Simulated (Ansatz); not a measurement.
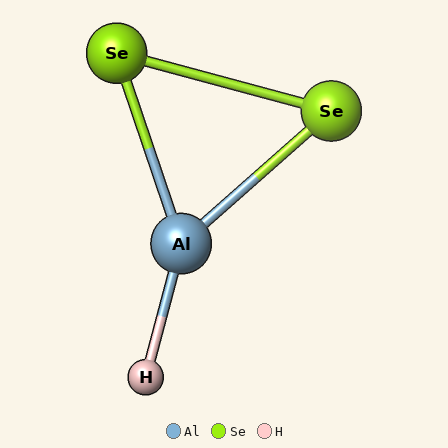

All atoms lie in one plane, which faces the viewer. Computed geometry: PBE-D4/def2-SVP optimisation. No frequency run is at hand to confirm it as a minimum.

**List the symmetry elements and name the point group.**

It has 1 C2 axis and 2 mirror planes, so the point group is C2v. The group has 4 operations. The geometry is achiral, and symmetry allows a dipole moment.
